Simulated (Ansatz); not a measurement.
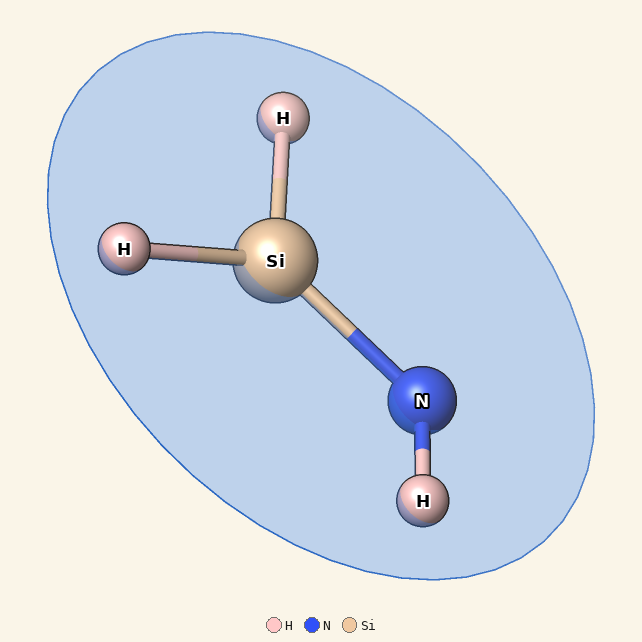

All proper rotation axes (lines) and mirror planes (discs) of the structure are drawn in. Distant atoms are faded towards the background colour. The computed structure is the end point of a PBE0-D4/def2-TZVP optimisation.

### Name the symmetry elements and the point group.

It has 1 mirror plane. Point group Cs. The group has 2 operations. The geometry is achiral, and symmetry allows a dipole moment.
